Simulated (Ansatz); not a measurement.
The parent structure is MgS in the rock salt structure (space group Fm-3m, No. 225; a = 5.203 Å).

Perturbation: cell and atoms relaxed at a pressure of 3 GPa.

Level of theory: plane-wave PAW DFT at the r2SCAN level (Ansatz, a program for electronic structure, 500 eV), spin-orbit coupling left out.

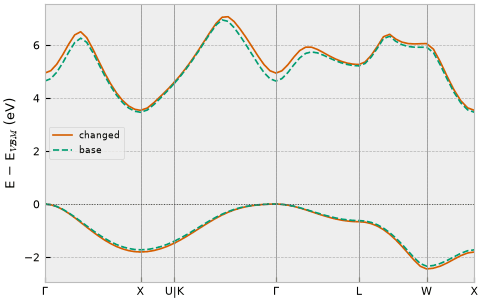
Figure. Highest valence and lowest conduction band along the path, each from its own valence-band maximum

The gap is 3.54 eV, indirect, Γ → X; the base has 3.46 eV.

Load acts through the strain it causes; cell and atoms are relaxed under it. Whether these cells are dynamically stable was not tested.
